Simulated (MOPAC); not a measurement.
Geometry relaxation of BH3O3 (part 1 of 2)

- system: BH3O3
- method: PM6-D3H4, closed shell, dispersion D3H4 (MOPAC 23.2.5)

The atoms were displaced at random from an optimised geometry.

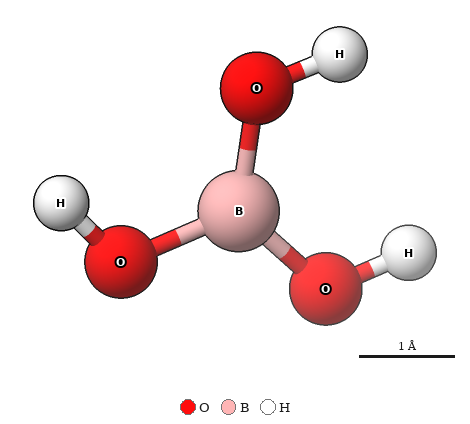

Figure 1. The input geometry (ball-and-stick view, seen at a tilt). Bond lengths as drawn: B–O 1.34 to 1.37 Å and H–O 0.96 to 0.97 Å.

### Input file (job.mop)
```
BONDS SINGLET GNORM=0.01 CYCLES=300 DISP MULLIK PM6-D3H4 AUX(PRECISION=9) THREADS=1
BH3O3 optimise

O -1.108469 1 0.780827 1 0.331840 1
B -0.022586 1 0.008271 1 0.222257 1
O 0.488644 1 -0.462433 1 1.399664 1
O 0.594374 1 -0.370577 1 -0.940689 1
H -1.465119 1 1.125914 1 -0.498536 1
H 1.261657 1 -1.034041 1 1.275019 1
H 0.224075 1 -0.016347 1 -1.753070 1
```

Hardware: 1 thread of Arm Neoverse V2, 24 GiB of memory available, shared host.

Command:
```bash
mopac job.mop
```

### What the program printed
```
MOPAC v23.2.5
PM6-D3H4 CALCULATION RESULTS

 *  PM6-D3H4   - CORRECT DISPERSION AND HYDROGEN BOND TERMS USING THE D3H4 METHOD
 *  SINGLET    - SPIN STATE DEFINED AS A SINGLET
 *  THREADS=1  - MULTI-THREADING NOT USED
 *  CYCLES=    - DO A MAXIMUM OF 300 STEPS
 *  GNORM      - EXIT WHEN GRADIENT NORM DROPS BELOW 0.010
 *  AUX        - OUTPUT AUXILIARY INFORMATION
 *  DISP       - PRINT DISPERSION AND HYDROGEN BOND ENERGIES
 *  BONDS      - FINAL BOND-ORDER MATRIX TO BE PRINTED
 *  MULLIK     - THE MULLIKEN ANALYSIS TO BE PERFORMED
BONDS SINGLET GNORM=0.01 CYCLES=300 DISP MULLIK PM6-D3H4 AUX(PRECISION=9) THREADS=1
 BH3O3 optimise

   ATOM   CHEMICAL          X               Y               Z
  NUMBER   SYMBOL      (ANGSTROMS)     (ANGSTROMS)     (ANGSTROMS)

     1       O         -1.10846900  *   0.78082700  *   0.33184000  *
     2       B         -0.02258600  *   0.00827100  *   0.22225700  *
     3       O          0.48864400  *  -0.46243300  *   1.39966400  *
     4       O          0.59437400  *  -0.37057700  *  -0.94068900  *
     5       H         -1.46511900  *   1.12591400  *  -0.49853600  *
     6       H          1.26165700  *  -1.03404100  *   1.27501900  *
     7       H          0.22407500  *  -0.01634700  *  -1.75307000  *

          CARTESIAN COORDINATES

    NO.       ATOM           X           Y           Z

     1         O         -1.1085      0.7808      0.3318
     2         B         -0.0226      0.0083      0.2223
     3         O          0.4886     -0.4624      1.3997
     4         O          0.5944     -0.3706     -0.9407
     5         H         -1.4651      1.1259     -0.4985
     6         H          1.2617     -1.0340      1.2750
     7         H          0.2241     -0.0163     -1.7531

           Empirical Formula: H3 O3 B  =     7 atoms

      MOLECULAR POINT GROUP   :   Cs

 SINGLET STATE CALCULATION

      RHF CALCULATION, NO. OF DOUBLY OCCUPIED LEVELS = 12

          Geometry optimization using EF

          DIAGONAL MATRIX USED AS START HESSIAN
```

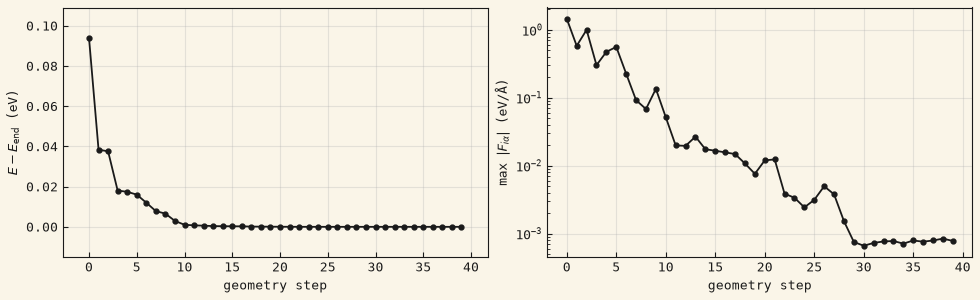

Figure 2. Progress of the relaxation, step by step (steps are counted from 0).

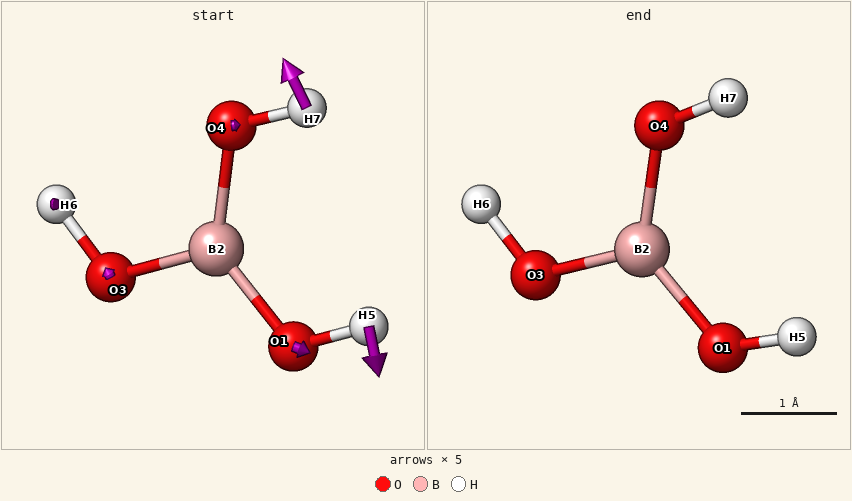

Figure 3. Before (left) and after (right) the relaxation, at one scale (ball-and-stick view, seen at a tilt). The pink arrows give the displacements, magnified 5 times. The energy falls by 0.094 eV in 39 geometry steps. Largest force component: 1.5 eV/Å at the start, 0.00078 eV/Å at the end. H7 moves most after the best rigid fit: 0.12 Å. By element the largest moves are H 0.12 Å, O 0.04 Å, B 0.01 Å. Distances before and after: O1–H5 0.967 → 0.931 Å, O4–H7 0.961 → 0.928 Å, O1–B2 1.337 → 1.367 Å, O3–H6 0.969 → 0.957 Å. Among the angles that change: B2–O4–H7 116.3° → 124.3°, B2–O1–H5 115.8° → 122.1°, B2–O3–H6 113.0° → 115.5°. (Atoms are counted from 1 in the order of the input.)

```
 CYCLE:     1 TIME:   0.008 TIME LEFT:  2.00D  GRAD.:    66.055 HEAT: -221.5986
 CYCLE:     2 TIME:   0.000 TIME LEFT:  2.00D  GRAD.:    28.075 HEAT: -222.8822
 CYCLE:     3 TIME:   0.004 TIME LEFT:  2.00D  GRAD.:    35.970 HEAT: -222.9010
 CYCLE:     4 TIME:   0.000 TIME LEFT:  2.00D  GRAD.:    16.366 HEAT: -223.3514
 CYCLE:     5 TIME:   0.004 TIME LEFT:  2.00D  GRAD.:    22.212 HEAT: -223.3654
 CYCLE:     6 TIME:   0.000 TIME LEFT:  2.00D  GRAD.:    18.549 HEAT: -223.3978
 CYCLE:     7 TIME:   0.008 TIME LEFT:  2.00D  GRAD.:    13.343 HEAT: -223.4907
 CYCLE:     8 TIME:   0.000 TIME LEFT:  2.00D  GRAD.:     4.222 HEAT: -223.5869
 CYCLE:     9 TIME:   0.000 TIME LEFT:  2.00D  GRAD.:     3.811 HEAT: -223.6159
 CYCLE:    10 TIME:   0.004 TIME LEFT:  2.00D  GRAD.:     5.490 HEAT: -223.6998
 CYCLE:    11 TIME:   0.000 TIME LEFT:  2.00D  GRAD.:     2.801 HEAT: -223.7437
 CYCLE:    12 TIME:   0.004 TIME LEFT:  2.00D  GRAD.:     1.212 HEAT: -223.7503
 CYCLE:    13 TIME:   0.000 TIME LEFT:  2.00D  GRAD.:     1.176 HEAT: -223.7540
 CYCLE:    14 TIME:   0.004 TIME LEFT:  2.00D  GRAD.:     1.393 HEAT: -223.7588
 CYCLE:    15 TIME:   0.000 TIME LEFT:  2.00D  GRAD.:     0.952 HEAT: -223.7600
 CYCLE:    16 TIME:   0.000 TIME LEFT:  2.00D  GRAD.:     0.791 HEAT: -223.7609
 CYCLE:    17 TIME:   0.004 TIME LEFT:  2.00D  GRAD.:     0.819 HEAT: -223.7615
 CYCLE:    18 TIME:   0.000 TIME LEFT:  2.00D  GRAD.:     0.772 HEAT: -223.7644
 CYCLE:    19 TIME:   0.004 TIME LEFT:  2.00D  GRAD.:     0.477 HEAT: -223.7652
 CYCLE:    20 TIME:   0.000 TIME LEFT:  2.00D  GRAD.:     0.336 HEAT: -223.7656
 CYCLE:    21 TIME:   0.000 TIME LEFT:  2.00D  GRAD.:     0.453 HEAT: -223.7663
 CYCLE:    22 TIME:   0.004 TIME LEFT:  2.00D  GRAD.:     0.482 HEAT: -223.7668
 CYCLE:    23 TIME:   0.000 TIME LEFT:  2.00D  GRAD.:     0.202 HEAT: -223.7671
 CYCLE:    24 TIME:   0.004 TIME LEFT:  2.00D  GRAD.:     0.152 HEAT: -223.7671
 CYCLE:    25 TIME:   0.000 TIME LEFT:  2.00D  GRAD.:     0.137 HEAT: -223.7672
 CYCLE:    26 TIME:   0.000 TIME LEFT:  2.00D  GRAD.:     0.138 HEAT: -223.7672
 CYCLE:    27 TIME:   0.004 TIME LEFT:  2.00D  GRAD.:     0.169 HEAT: -223.7672
 CYCLE:    28 TIME:   0.000 TIME LEFT:  2.00D  GRAD.:     0.141 HEAT: -223.7672
 CYCLE:    29 TIME:   0.004 TIME LEFT:  2.00D  GRAD.:     0.076 HEAT: -223.7673
 CYCLE:    30 TIME:   0.000 TIME LEFT:  2.00D  GRAD.:     0.036 HEAT: -223.7673
 CYCLE:    31 TIME:   0.000 TIME LEFT:  2.00D  GRAD.:     0.033 HEAT: -223.7673
 CYCLE:    32 TIME:   0.004 TIME LEFT:  2.00D  GRAD.:     0.034 HEAT: -223.7673
 CYCLE:    33 TIME:   0.004 TIME LEFT:  2.00D  GRAD.:     0.036 HEAT: -223.7673
 CYCLE:    34 TIME:   0.004 TIME LEFT:  2.00D  GRAD.:     0.036 HEAT: -223.7673
 CYCLE:    35 TIME:   0.000 TIME LEFT:  2.00D  GRAD.:     0.032 HEAT: -223.7673
 CYCLE:    36 TIME:   0.004 TIME LEFT:  2.00D  GRAD.:     0.034 HEAT: -223.7673
 CYCLE:    37 TIME:   0.000 TIME LEFT:  2.00D  GRAD.:     0.033 HEAT: -223.7673
 CYCLE:    38 TIME:   0.000 TIME LEFT:  2.00D  GRAD.:     0.034 HEAT: -223.7673
 CYCLE:    39 TIME:   0.004 TIME LEFT:  2.00D  GRAD.:     0.043 HEAT: -223.7673
 CYCLE:    40 TIME:   0.000 TIME LEFT:  2.00D  GRAD.:     0.034 HEAT: -223.7673

 HEAT OF FORMATION IS ESSENTIALLY STATIONARY

 -------------------------------------------------------------------------------
 BONDS SINGLET GNORM=0.01 CYCLES=300 DISP MULLIK PM6-D3H4 AUX(PRECISION=9) THREADS=1
 BH3O3 optimise

     GEOMETRY OPTIMISED USING EIGENVECTOR FOLLOWING (EF).
     SCF FIELD WAS ACHIEVED

                              PM6-D3H4 CALCULATION

          FINAL HEAT OF FORMATION =       -223.76727 KCAL/MOL =    -936.24225 KJ/MOL

          TOTAL ENERGY            =     -22478.48038 KCAL/MOL = ELECTRONIC ENERGY + CORE-CORE REPULSION
          ENERGY OF ATOMS         =      22255.04194 KCAL/MOL
                              SUM =       -223.43844 KCAL/MOL
          DISPERSION ENERGY       =         -0.36361 KCAL/MOL
          H - H CORRECTION ENERGY =          0.03478 KCAL/MOL
                              SUM =       -223.76727 KCAL/MOL = FINAL HEAT OF FORMATION

          TOTAL ENERGY            =       -974.75917 EV
          ELECTRONIC ENERGY       =      -2387.91214 EV
          CORE-CORE REPULSION     =       1413.15297 EV
          COSMO AREA              =         86.69 SQUARE ANGSTROMS
          COSMO VOLUME            =         67.70 CUBIC ANGSTROMS

          GRADIENT NORM           =          0.03364          =       0.01271 PER ATOM
          IONIZATION POTENTIAL    =         12.143043 EV
          HOMO LUMO ENERGIES (EV) =        -12.143  1.227
          NO. OF FILLED LEVELS    =         12
          MOLECULAR WEIGHT        =         61.8319         POINT GROUP:  Cs

          MOLECULAR DIMENSIONS (Angstroms)

            Atom       Atom       Distance
            H     6    H     5     3.97366
            H     7    O     3     2.70618
            H     5    O     1     0.00146

          SCF CALCULATIONS        =         44

          WALL-CLOCK TIME         =      0.086 SECONDS
          COMPUTATION TIME        =      0.042 SECONDS

   ATOM   CHEMICAL          X               Y               Z
  NUMBER   SYMBOL      (ANGSTROMS)     (ANGSTROMS)     (ANGSTROMS)

     1       O         -1.12948036  *   0.80583607  *   0.31978767  *
     2       B         -0.02667970  *   0.00205734  *   0.23209183  *
     3       O          0.50573419  *  -0.47820408  *   1.39717228  *
     4       O          0.59410762  *  -0.36385805  *  -0.94682554  *
     5       H         -1.54127861  *   1.16424477  *  -0.43480445  *
     6       H          1.27610152  *  -1.03744025  *   1.29866103  *
     7       H          0.31588083  *  -0.09450505  *  -1.79025614  *

                             CARTESIAN COORDINATES

   1    O       -1.129480357     0.805836075     0.319787669
   2    B       -0.026679695     0.002057336     0.232091834
   3    O        0.505734186    -0.478204077     1.397172281
   4    O        0.594107619    -0.363858054    -0.946825539
   5    H       -1.541278606     1.164244766    -0.434804453
   6    H        1.276101522    -1.037440254     1.298661029
   7    H        0.315880835    -0.094505047    -1.790256145

           Empirical Formula: H3 O3 B  =     7 atoms

      MOLECULAR POINT GROUP   :   Cs

                  EIGENVALUES
 -30.91922 -30.35141 -29.94874 -21.35786 -20.33972 -17.71992 -15.04370 -15.03444
 -13.52078 -12.66754 -12.48812 -12.14304   1.22713   1.97655   3.29383   3.89303
   5.18054   5.36187   6.12657

              NET ATOMIC CHARGES AND DIPOLE CONTRIBUTIONS

  ATOM NO.   TYPE          CHARGE      No. of ELECS.   s-Pop       p-Pop
    1          O          -0.544364        6.5444     1.68534     4.85902
    2          B           0.628348        2.3717     0.78577     1.58589
    3          O          -0.506656        6.5067     1.71780     4.78886
    4          O          -0.604907        6.6049     1.68980     4.91511
    5          H           0.338923        0.6611     0.66108
    6          H           0.347339        0.6527     0.65266
    7          H           0.341316        0.6587     0.65868
 DIPOLE           X         Y         Z       TOTAL
 POINT-CHG.     0.054     0.130    -2.261     2.265
 HYBRID        -0.024     0.066    -0.643     0.647
 SUM            0.030     0.196    -2.904     2.910

          ATOMIC ORBITAL ELECTRON POPULATIONS

     Atom    s        px        py        pz
    1  O   1.68534   1.57706   1.69389   1.58807
    2  B   0.78577   0.52762   0.47631   0.58195
    3  O   1.71780   1.53885   1.67214   1.57787
    4  O   1.68980   1.76786   1.81549   1.33176
    5  H   0.66108
    6  H   0.65266
    7  H   0.65868

          BONDING CONTRIBUTION OF EACH M.O.

  1.3987  1.3089  1.2536  1.7898  1.7155  1.7296  0.8600  0.4246  0.5755  0.4569
  0.2609  0.2935 -2.0258 -1.4180 -1.6293 -1.7084 -1.7988 -1.7545 -1.7327

            (VALENCIES)   BOND ORDERS

     1  O     (2.060)     2  B 1.091     5  H 0.869     4  O 0.062     3  O 0.029

     2  B     (3.265)     3  O 1.139     1  O 1.091     4  O 1.020

     3  O     (2.099)     2  B 1.139     6  H 0.863     4  O 0.046     1  O 0.029     7  H 0.013

     4  O     (1.995)     2  B 1.020     7  H 0.866     1  O 0.062     3  O 0.046

     5  H     (0.885)     1  O 0.869

     6  H     (0.879)     3  O 0.863

     7  H     (0.884)     4  O 0.866     3  O 0.013

           MULLIKEN POPULATION ANALYSIS

        MULLIKEN POPULATIONS AND CHARGES

      NO.  ATOM   POPULATION      CHARGE
        1    O     6.615211     -0.615211
        2    B     2.248619      0.751381
        3    O     6.576195     -0.576195
        4    O     6.676356     -0.676356
        5    H     0.631831      0.368169
        6    H     0.624779      0.375221
        7    H     0.627010      0.372990

 *                    *
 * JOB ENDED NORMALLY *
 *                    *

 TOTAL JOB TIME:             0.09 SECONDS

 == MOPAC DONE ==
```

### Trajectory as extended XYZ (Å, eV, eV/Å), 30 of the 40 frames kept, from step=0 to step=39
```
7
Properties=species:S:1:pos:R:3:forces:R:3 step=0 energy=-9.60942
O    -1.1085    0.7808    0.3318   -1.4567   1.1808  -0.7264
B    -0.0226    0.0083    0.2223    0.8429  -0.7777   0.9451
O     0.4886   -0.4624    1.3997    0.4858  -0.3547   0.1463
O     0.5944   -0.3706   -0.9407    0.0171   0.1241  -1.0365
H    -1.4651    1.1259   -0.4985   -0.1389   0.0408   0.4849
H     1.2617   -1.0340    1.2750   -0.0855   0.0580   0.1614
H     0.2241   -0.0163   -1.7531    0.3352  -0.2713   0.0253
7
Properties=species:S:1:pos:R:3:forces:R:3 step=1 energy=-9.66509
O    -1.1271    0.7971    0.3195    0.1533  -0.0662  -0.1159
B    -0.0116   -0.0059    0.2458   -0.3892   0.2742  -0.5832
O     0.4962   -0.4680    1.4068    0.4200  -0.3417   0.4205
O     0.5959   -0.3687   -0.9592   -0.2115   0.1677   0.2962
H    -1.4671    1.1254   -0.4872   -0.2498   0.1790  -0.0500
H     1.2612   -1.0325    1.2796    0.1484  -0.1210   0.2215
H     0.2284   -0.0213   -1.7516    0.1288  -0.0919  -0.1892
7
Properties=species:S:1:pos:R:3:forces:R:3 step=3 energy=-9.68544
O    -1.1251    0.7958    0.3073   -0.2260   0.2038  -0.0252
B    -0.0202    0.0005    0.2453    0.3027  -0.2749   0.0229
O     0.5099   -0.4786    1.4141   -0.1210   0.1028  -0.1638
O     0.5870   -0.3607   -0.9533   -0.1391   0.1390  -0.0844
H    -1.4791    1.1381   -0.4913   -0.1433   0.0908   0.0550
H     1.2690   -1.0412    1.3020    0.1474  -0.1076   0.0491
H     0.2340   -0.0306   -1.7723    0.1795  -0.1539   0.1464
7
Properties=species:S:1:pos:R:3:forces:R:3 step=4 energy=-9.68604
O    -1.1274    0.7986    0.3073    0.0341  -0.0092  -0.0439
B    -0.0151   -0.0101    0.2434   -0.4590   0.3613  -0.0185
O     0.5100   -0.4753    1.4010    0.2529  -0.2441   0.4022
O     0.5836   -0.3553   -0.9445    0.1219  -0.0561  -0.4759
H    -1.4854    1.1452   -0.4922   -0.0385   0.0084   0.1183
H     1.2750   -1.0492    1.3158   -0.0517   0.0474   0.0349
H     0.2401   -0.0407   -1.7618    0.1402  -0.1078  -0.0171
7
Properties=species:S:1:pos:R:3:forces:R:3 step=5 energy=-9.68745
O    -1.1264    0.7970    0.3066   -0.0986   0.0953  -0.0590
B    -0.0186   -0.0061    0.2458    0.1295  -0.0657  -0.1905
O     0.5106   -0.4770    1.4118    0.1071  -0.1039  -0.0246
O     0.5838   -0.3536   -0.9610    0.0106  -0.0528   0.5622
H    -1.4890    1.1495   -0.4906   -0.0105  -0.0166   0.1495
H     1.2777   -1.0529    1.3257   -0.1132   0.0981  -0.0164
H     0.2451   -0.0482   -1.7558   -0.0249   0.0456  -0.4212
7
Properties=species:S:1:pos:R:3:forces:R:3 step=7 energy=-9.69564
O    -1.1286    0.7987    0.3062    0.0202  -0.0005   0.0350
B    -0.0187   -0.0054    0.2432   -0.0408   0.0350   0.0034
O     0.5124   -0.4793    1.4088   -0.0210  -0.0004  -0.0225
O     0.5846   -0.3541   -0.9525    0.0143  -0.0071  -0.0773
H    -1.4925    1.1525   -0.4820   -0.0492   0.0216   0.0602
H     1.2761   -1.0488    1.3246   -0.0158   0.0219  -0.0228
H     0.2488   -0.0531   -1.7751    0.0923  -0.0705   0.0241
7
Properties=species:S:1:pos:R:3:forces:R:3 step=8 energy=-9.69690
O    -1.1282    0.7982    0.3072    0.0062   0.0061   0.0547
B    -0.0192   -0.0048    0.2421   -0.0194   0.0236  -0.0331
O     0.5109   -0.4785    1.4068    0.0230  -0.0360   0.0300
O     0.5857   -0.3542   -0.9527    0.0226  -0.0207  -0.0053
H    -1.4951    1.1549   -0.4752   -0.0627   0.0351   0.0271
H     1.2761   -1.0481    1.3252   -0.0380   0.0383  -0.0271
H     0.2529   -0.0589   -1.7738    0.0684  -0.0465  -0.0463
```
